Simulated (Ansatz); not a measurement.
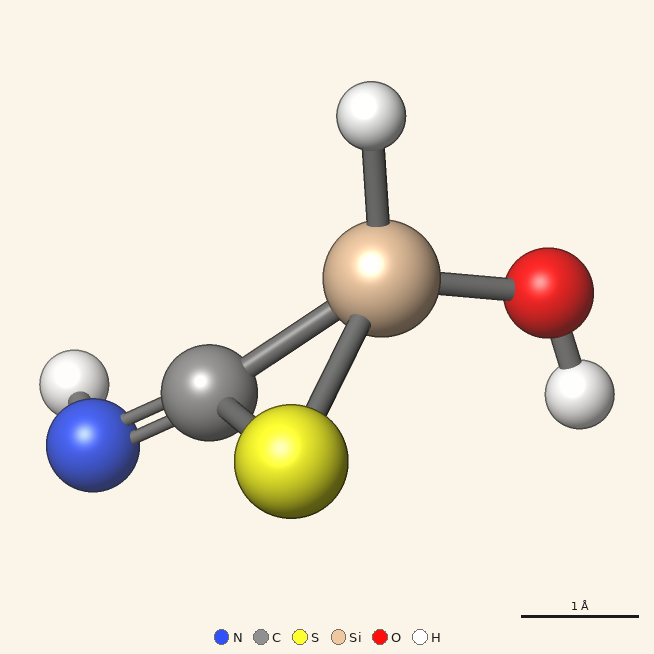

Double and triple bonds are drawn as two and three sticks.

The geometry was computed by an optimisation with PBE0-D4/def2-TZVP.

What is the molecular formula?

Answer. CH3NOSSi, 8 atoms: 1 carbon, 3 hydrogen, 1 nitrogen, 1 oxygen, 1 sulfur and 1 silicon.

Count the bonded pairs by element.

Answer. 1 C–N, 1 C–S, 1 S–Si, 1 O–Si, 1 C–Si, 1 N–H, 1 Si–H, 1 O–H.

More results for the same structure follow; atom numbers are the same in all pictures, views and colours differ.

## Geometry

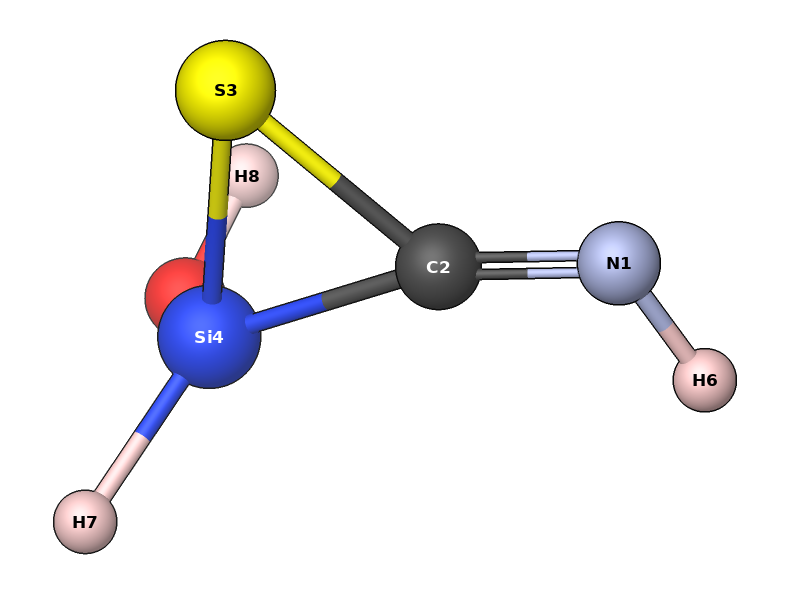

O5 lies behind Si4. The molecule seen nearly along the Si4–O5 bond, Si4 in front. Depth is shown by fading: the farther an atom, the more it takes the colour of the background.

What is the torsion angle S3–Si4–O5–H8? The sign is positive where the front bond must turn clockwise to cover the back bond.

Answer. 31°, synclinal (gauche).

## Levels of theory compared

Program: Ansatz 0.2.0.

Compare dipole (D), HOMO–LUMO gap (eV) at these levels: B3LYP-D4/def2-TZVPP; PBE-D4/def2-TZVPP; r2SCAN-D4/def2-TZVPP; ωB97M-V/def2-TZVPP.

| level | dipole (D) | HOMO–LUMO gap (eV) |
| --- | --- | --- |
| B3LYP-D4/def2-TZVPP | 2.51 | 5.41 |
| PBE-D4/def2-TZVPP | 2.39 | 3.61 |
| r2SCAN-D4/def2-TZVPP | 2.50 | 4.00 |
| ωB97M-V/def2-TZVPP | 2.58 | 10.03 |

## Vibrations

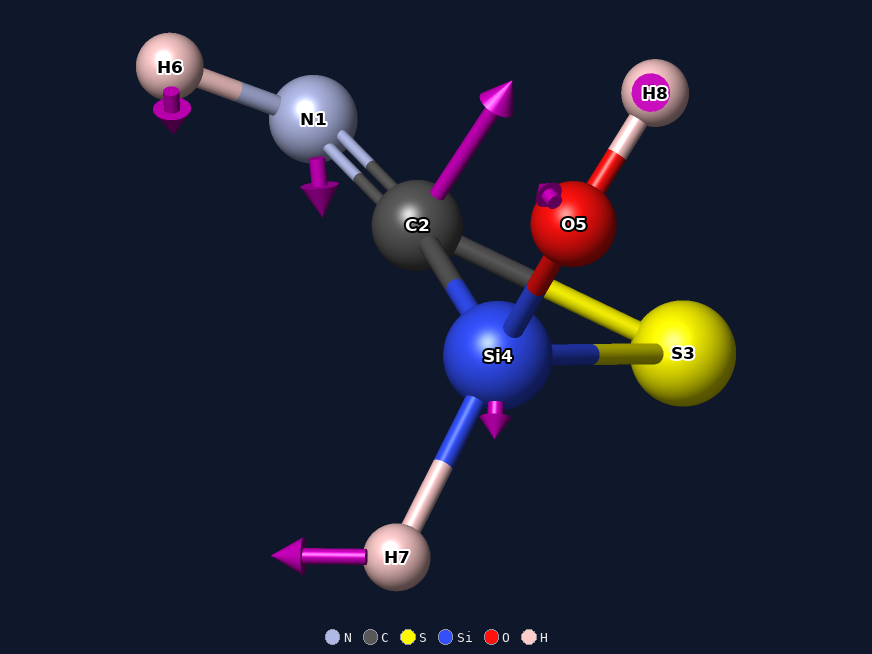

The arrows show one normal mode. Harmonic vibrations computed with RKS PBE0-D4/def2-TZVP (Ansatz 0.2.0) at a stationary point of the same level.

Describe the motion.

Answer. Mostly C–Si–O bending.

Estimate its harmonic wavenumber.

Answer. 447 cm⁻¹; it is mode 6 of 18 counted from the lowest.

## Charges

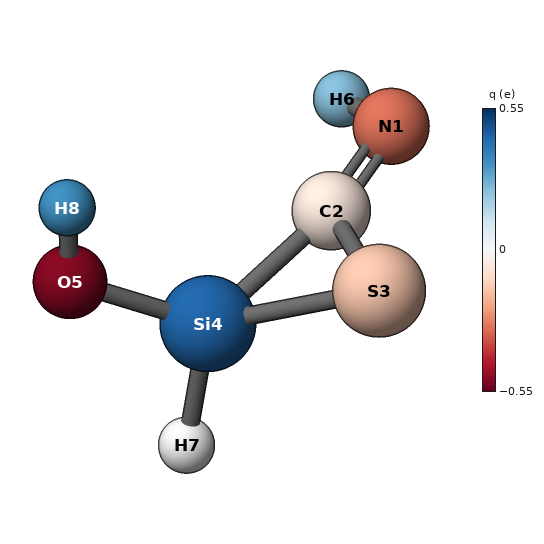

Atoms are coloured by their Mulliken charges. Level of theory: RKS PBE0-D4/def2-TZVP (Ansatz 0.2.0).

Give the Mulliken charges atom by atom.

```csv
atom,value (e)
N1,−0.30
C2,−0.06
S3,−0.15
Si4,0.43
O5,−0.50
H6,0.23
H7,0.01
H8,0.34
```

Mulliken values depend strongly on the basis set and can even reverse the polarity of a bond.
